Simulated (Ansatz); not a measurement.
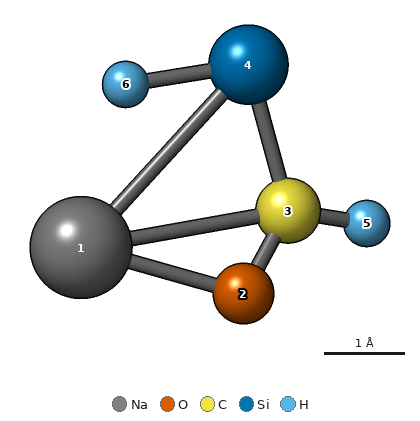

**Figure 1.** The input geometry (ball-and-stick view, seen at a tilt; atoms are numbered from 1 in the order of the input). Sticks mark near contacts.

## Molecular dynamics, with input and output: CH₃NaOSi (part 1 of 2)

- system: CH₃NaOSi
- method: RKS PBE0-D4/6-31G (Ansatz 0.2.0)

One setting was made poor on purpose. It belongs to a series of runs on one base structure; here: an input spoilt on purpose. Figures and captions count atoms from 1; the log counts them from 0 in places.

Output:
```
Engine: ansatz 0.2.0, aarch64-unknown-linux-gnu
Functional definition: PBE0
  parameter a = 0.25
  parameter kappa = 0.804
  parameter beta = 0.06672455060314922
  exchange = (1 - a)*pbe_x(kappa = kappa, mu = beta*pi^2/3) + a*exact_x
  correlation = pbe_c(beta = beta)
631 factors; integrals over basis functions are off by at most 2.1e-4 eV
mean field evaluation 1: about -15025.2591 eV, gradient 6.1e1 eV
mean field evaluation 2: about -14862.7494 eV, gradient 2.1e2 eV
mean field evaluation 4: about -15029.8353 eV, gradient 4.5e1 eV
mean field evaluation 8: about -15036.5455 eV, gradient 4.3e-1 eV
mean field evaluation 16: about -15036.4363 eV, gradient 1.9e-4 eV
mean field -15036.43633748 eV, -552.5788433396 hartree, gradient 4.0e-5 eV, S^2 0.000000; 0 other end points of the search recorded, 0 dependent functions left out
the calculation of the forces begins
reference -15036.43637577 eV, -552.5788447471 hartree; 21, 21 occupied and 29, 29 virtual orbitals, 631 factors
md step     0: t =     0.00 fs  T =   857.1 K  F+E_penalty+E_count = -15036.94474603 eV  E_kin = 0.775560 eV  (30 SCF iters)
these checks for a lower state are left out or cut short: starts, cluster_reference, orbital_swaps, neighbouring_geometries, increment
627 factors; integrals over basis functions are off by at most 2.8e-4 eV
mean field -15410.53621648 eV, -566.3267603192 hartree, gradient 1.2e-5 eV, S^2 0.000000; 0 other end points of the search recorded, 0 dependent functions left out
[... from here on the field's lines of each further geometry are left out, up to the last ...]
md step     1: t =     0.50 fs  T = 4626788.0 K  F+E_penalty+E_count = -15410.68102367 eV  E_kin = 4186.410251 eV  (42 SCF iters, 9 dispersion substeps)
md step     2: t =     1.00 fs  T = 4576393.0 K  F+E_penalty+E_count = -15408.71872516 eV  E_kin = 4140.811899 eV  (41 SCF iters, 277 dispersion substeps)
md step     3: t =     1.50 fs  T = 4536580.7 K  F+E_penalty+E_count = -15408.39843422 eV  E_kin = 4104.788939 eV  (35 SCF iters, 277 dispersion substeps)
md step     4: t =     2.00 fs  T = 4489065.2 K  F+E_penalty+E_count = -15408.15254004 eV  E_kin = 4061.795970 eV  (36 SCF iters, 277 dispersion substeps)
md step     5: t =     2.50 fs  T = 4441124.2 K  F+E_penalty+E_count = -15407.90760045 eV  E_kin = 4018.417927 eV  (36 SCF iters, 277 dispersion substeps)
md step     6: t =     3.00 fs  T = 4396942.6 K  F+E_penalty+E_count = -15407.64387057 eV  E_kin = 3978.441577 eV  (37 SCF iters, 277 dispersion substeps)
md step     7: t =     3.50 fs  T = 4351270.2 K  F+E_penalty+E_count = -15407.39504886 eV  E_kin = 3937.116227 eV  (39 SCF iters, 277 dispersion substeps)
md step     8: t =     4.00 fs  T = 4310129.5 K  F+E_penalty+E_count = -15407.16487911 eV  E_kin = 3899.891309 eV  (37 SCF iters, 277 dispersion substeps)
md step     9: t =     4.50 fs  T = 4267483.6 K  F+E_penalty+E_count = -15406.95633875 eV  E_kin = 3861.304469 eV  (36 SCF iters, 277 dispersion substeps)
md step    10: t =     5.00 fs  T = 4222015.7 K  F+E_penalty+E_count = -15406.77301486 eV  E_kin = 3820.164175 eV  (39 SCF iters, 277 dispersion substeps)
md step    11: t =     5.50 fs  T = 4183757.1 K  F+E_penalty+E_count = -15406.61453554 eV  E_kin = 3785.547026 eV  (38 SCF iters, 277 dispersion substeps)
md step    12: t =     6.00 fs  T = 4140805.7 K  F+E_penalty+E_count = -15406.48482324 eV  E_kin = 3746.683799 eV  (37 SCF iters, 277 dispersion substeps)
md step    13: t =     6.50 fs  T = 4102054.2 K  F+E_penalty+E_count = -15406.38816707 eV  E_kin = 3711.620692 eV  (37 SCF iters, 277 dispersion substeps)
md step    14: t =     7.00 fs  T = 4060523.7 K  F+E_penalty+E_count = -15406.32510062 eV  E_kin = 3674.043049 eV  (36 SCF iters, 277 dispersion substeps)
md step    15: t =     7.50 fs  T = 4022251.3 K  F+E_penalty+E_count = -15406.29191368 eV  E_kin = 3639.413390 eV  (37 SCF iters, 277 dispersion substeps)
md step    16: t =     8.00 fs  T = 3983098.5 K  F+E_penalty+E_count = -15406.28183089 eV  E_kin = 3603.987139 eV  (44 SCF iters, 277 dispersion substeps)
md step    17: t =     8.50 fs  T = 3942485.3 K  F+E_penalty+E_count = -15406.29249658 eV  E_kin = 3567.239562 eV  (39 SCF iters, 277 dispersion substeps)
md step    18: t =     9.00 fs  T = 3901615.3 K  F+E_penalty+E_count = -15406.31548848 eV  E_kin = 3530.259531 eV  (38 SCF iters, 277 dispersion substeps)
md step    19: t =     9.50 fs  T = 3865437.9 K  F+E_penalty+E_count = -15406.34470761 eV  E_kin = 3497.525450 eV  (38 SCF iters, 277 dispersion substeps)
md step    20: t =    10.00 fs  T = 3820554.8 K  F+E_penalty+E_count = -15406.38130088 eV  E_kin = 3456.914373 eV  (38 SCF iters, 277 dispersion substeps)
md step    21: t =    10.50 fs  T = 3777972.6 K  F+E_penalty+E_count = -15406.42160772 eV  E_kin = 3418.385103 eV  (38 SCF iters, 277 dispersion substeps)
md step    22: t =    11.00 fs  T = 3739222.5 K  F+E_penalty+E_count = -15406.46205802 eV  E_kin = 3383.323235 eV  (37 SCF iters, 277 dispersion substeps)
md step    23: t =    11.50 fs  T = 3702560.5 K  F+E_penalty+E_count = -15406.49966185 eV  E_kin = 3350.150793 eV  (37 SCF iters, 277 dispersion substeps)
md step    24: t =    12.00 fs  T = 3661210.5 K  F+E_penalty+E_count = -15406.53056590 eV  E_kin = 3312.736421 eV  (36 SCF iters, 277 dispersion substeps)
the calculation of the forces begins
reference -15406.46451034 eV, -566.1771278782 hartree; 21, 21 occupied and 29, 29 virtual orbitals, 623 factors
623 factors; integrals over basis functions are off by at most 2.1e-4 eV
mean field evaluation 224: about -15406.4566 eV, gradient 2.3e-1 eV
mean field -15406.46446262 eV, -566.1771261247 hartree, gradient 2.1e-5 eV, S^2 0.000000; 1 other end points of the search recorded, 0 dependent functions left out
the calculation of the forces begins
reference -15406.46451034 eV, -566.1771278782 hartree; 21, 21 occupied and 29, 29 virtual orbitals, 623 factors
md step    25: t =    12.50 fs  T = 3623650.9 K  F+E_penalty+E_count = -15406.54981201 eV  E_kin = 3278.751787 eV  (85 SCF iters, 277 dispersion substeps)
```

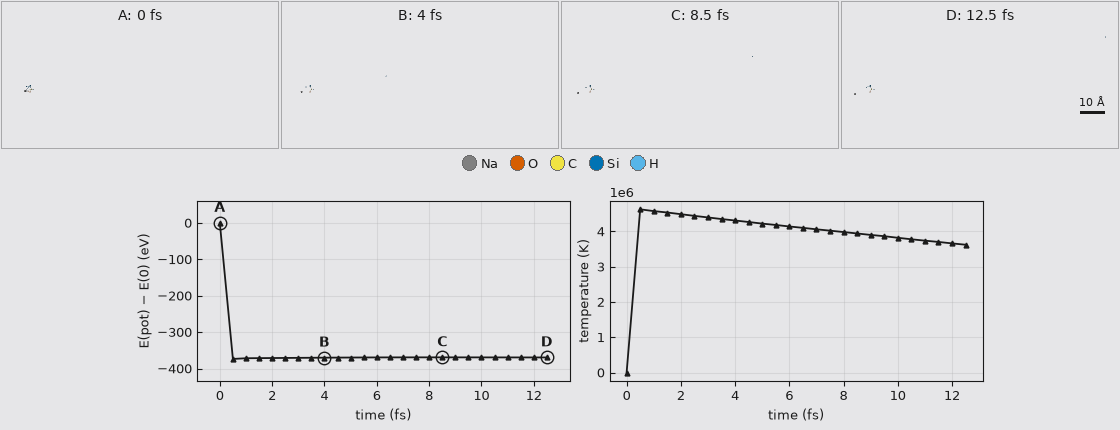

**Figure 2.** Frames of the molecular dynamics (ball-and-stick, seen at a tilt) above the curves, on which the letters mark them. The trajectory kept here has 26 frames over 12.5 fs. The temperature starts at 857 K, ranges from 857 to 4626788 K and averages 3861741 K over the second half. The potential energy ends 369.605 eV below its first value. After an unweighted best fit of the last frame on the first, the root-mean-square displacement is 35.37 Å, and H7 has moved furthest (86.21 Å).

```
Total energy: -15406.54985973 eV, -566.1802644105 hartree
Atom 0 at    -5.122529    -4.128309     0.789880 Å, force     0.046605     0.031938     0.000487 eV/Å
Atom 1 at     0.587713    -1.302257     0.652574 Å, force    -0.233699    -2.067817     0.785049 eV/Å
Atom 2 at     0.974584    -0.305849     0.078019 Å, force     0.261971     2.602358    -0.363521 eV/Å
Atom 3 at    -0.270667     1.270137    -0.031587 Å, force    -0.863687    -0.853735    -0.058043 eV/Å
Atom 4 at     2.043832    -0.072236    -0.093868 Å, force     0.218429    -0.544568    -0.205139 eV/Å
Atom 5 at    -1.506276     0.180674     0.051174 Å, force     0.570552     0.831939    -0.158837 eV/Å
Atom 6 at    84.905075    55.762820     0.598222 Å, force    -0.000171    -0.000114     0.000004 eV/Å
Dipole moment:   -19.350085   -12.906018    -0.094218 e Å
```

Trajectory as extended XYZ (Å, eV, eV/Å), 26 frames, from step=0 to step=25:
```
7
Properties=species:S:1:pos:R:3:forces:R:3 step=0 time_fs=0.0 energy=-15036.94475 temperature=857.1
Na   -1.3971   -1.5849    0.7270  -3061.9225 -2041.8262   0.0135
O     0.7345   -1.3714    0.6562   -1.9909  -2.1688   0.9146
C     0.9175   -0.2447    0.0737    0.0571   2.7195  -0.9030
Si   -0.2469    1.2857    0.0517    1.1222   0.3262   0.3897
H     1.9388   -0.0651   -0.3166   -0.2830  -0.1676  -0.1970
H    -1.6149    0.4992    0.2791   -0.3666  -0.9836  -0.5093
H    -1.2471   -1.4849    0.7270  3063.3836 2042.1006   0.2915
7
Properties=species:S:1:pos:R:3:forces:R:3 step=1 time_fs=0.5 energy=-15410.68102 temperature=4626788.0
Na   -1.5566   -1.6921    0.7295    0.7352   0.1929   0.0529
O     0.7303   -1.3710    0.6583   -1.0077  -0.6991  -0.0863
C     0.9195   -0.2431    0.0712   -0.0967  -0.1039   1.1353
Si   -0.2453    1.2869    0.0486    0.8614   0.6874  -0.7169
H     1.9400   -0.0877   -0.2892    0.5322   0.2964  -1.2254
H    -1.6381    0.4717    0.2740    0.1006  -0.3964   0.4322
H     2.4120    0.9477    0.7180   -1.1250   0.0227   0.4083
7
Properties=species:S:1:pos:R:3:forces:R:3 step=2 time_fs=1.0 energy=-15408.71873 temperature=4576393.0
Na   -1.7151   -1.7988    0.7316    0.8333   0.4335  -0.0232
O     0.7259   -1.3704    0.6602   -0.9934  -0.0364  -0.3450
C     0.9211   -0.2420    0.0686   -0.4115  -0.9112   0.9337
Si   -0.2437    1.2881    0.0453   -0.4562   0.3674  -0.2245
H     1.9416   -0.1092   -0.2645    0.6712   0.4055  -0.3998
H    -1.6612    0.4443    0.2699    0.3949  -0.2365   0.0619
H     6.0492    3.3679    0.7102   -0.0384  -0.0222  -0.0030
7
Properties=species:S:1:pos:R:3:forces:R:3 step=3 time_fs=1.5 energy=-15408.39843 temperature=4536580.7
Na   -1.8728   -1.9050    0.7336    0.8929   0.5434  -0.0406
O     0.7213   -1.3698    0.6617   -1.0403   0.0939  -0.4313
C     0.9226   -0.2412    0.0664   -0.7012  -1.2063   1.1952
Si   -0.2424    1.2893    0.0419   -0.6721   0.1275  -0.1788
H     1.9455   -0.1287   -0.2410    0.9428   0.5525  -0.5528
H    -1.6831    0.4166    0.2663    0.5902  -0.1033   0.0090
H     9.6690    5.7765    0.7025   -0.0123  -0.0078  -0.0008
7
Properties=species:S:1:pos:R:3:forces:R:3 step=4 time_fs=2.0 energy=-15408.15254 temperature=4489065.2
Na   -2.0297   -2.0108    0.7356    0.6521   0.3317   0.0020
O     0.7167   -1.3689    0.6629   -0.8455   0.2703  -0.5144
C     0.9239   -0.2406    0.0647   -0.8203  -1.4651   1.3979
Si   -0.2414    1.2905    0.0384   -0.8120  -0.0229  -0.1527
H     1.9518   -0.1468   -0.2189    1.0820   0.6769  -0.6588
H    -1.7029    0.3883    0.2645    0.7503   0.2133  -0.0737
H    13.2714    8.1733    0.6952   -0.0066  -0.0042  -0.0003
7
Properties=species:S:1:pos:R:3:forces:R:3 step=5 time_fs=2.5 energy=-15407.90760 temperature=4441124.2
Na   -2.1860   -2.1163    0.7379    0.8936   0.7005  -0.0664
O     0.7120   -1.3673    0.6642   -1.0344   0.3335  -0.5633
C     0.9250   -0.2399    0.0633   -0.7965  -1.6952   1.5424
Si   -0.2407    1.2914    0.0348   -0.9274  -0.1874  -0.1179
H     1.9607   -0.1645   -0.1974    1.0844   0.7887  -0.7294
H    -1.7209    0.3599    0.2635    0.7844   0.0626  -0.0654
H    16.8551   10.5564    0.6876   -0.0041  -0.0027  -0.0001
7
Properties=species:S:1:pos:R:3:forces:R:3 step=6 time_fs=3.0 energy=-15407.64387 temperature=4396942.6
Na   -2.3416   -2.2213    0.7402    0.8725   0.7419  -0.0722
O     0.7074   -1.3653    0.6653   -1.0422   0.4483  -0.6067
C     0.9258   -0.2396    0.0618   -0.5839  -1.8988   1.6323
Si   -0.2402    1.2920    0.0309   -0.9854  -0.2718  -0.0876
H     1.9723   -0.1810   -0.1779    0.9356   0.8811  -0.7671
H    -1.7375    0.3303    0.2629    0.8064   0.1011  -0.0987
H    20.4213   12.9254    0.6793   -0.0029  -0.0019   0.0000
7
Properties=species:S:1:pos:R:3:forces:R:3 step=7 time_fs=3.5 energy=-15407.39505 temperature=4351270.2
Na   -2.4960   -2.3255    0.7426    0.8037   0.7209  -0.0689
O     0.7028   -1.3636    0.6663   -1.0085   0.6355  -0.6707
C     0.9266   -0.2393    0.0600   -0.2526  -2.1319   1.7063
Si   -0.2395    1.2925    0.0270   -1.0987  -0.3712  -0.0412
H     1.9859   -0.1944   -0.1617    0.6739   0.9448  -0.7789
H    -1.7522    0.2999    0.2614    0.8842   0.2032  -0.1466
H    23.9698   15.2824    0.6716   -0.0021  -0.0014   0.0000
7
Properties=species:S:1:pos:R:3:forces:R:3 step=8 time_fs=4.0 energy=-15407.16488 temperature=4310129.5
Na   -2.6495   -2.4289    0.7453    0.7200   0.6677  -0.0628
O     0.6982   -1.3619    0.6673   -0.9577   0.8477  -0.7432
C     0.9275   -0.2391    0.0585    0.1389  -2.3671   1.7620
Si   -0.2391    1.2929    0.0230   -1.2755  -0.5018   0.0090
H     2.0007   -0.2052   -0.1489    0.3470   0.9887  -0.7684
H    -1.7651    0.2691    0.2580    1.0289   0.3659  -0.1966
H    27.5005   17.6284    0.6665   -0.0016  -0.0010   0.0000
7
Properties=species:S:1:pos:R:3:forces:R:3 step=9 time_fs=4.5 energy=-15406.95634 temperature=4267483.6
Na   -2.8021   -2.5317    0.7483    0.6340   0.5996  -0.0558
O     0.6934   -1.3602    0.6680   -0.8971   1.0350  -0.8075
C     0.9288   -0.2392    0.0578    0.5315  -2.5570   1.7944
Si   -0.2394    1.2930    0.0190   -1.4392  -0.6279   0.0493
H     2.0161   -0.2133   -0.1380    0.0015   1.0150  -0.7430
H    -1.7756    0.2393    0.2537    1.1706   0.5362  -0.2374
H    31.0150   19.9620    0.6626   -0.0012  -0.0008   0.0000
```
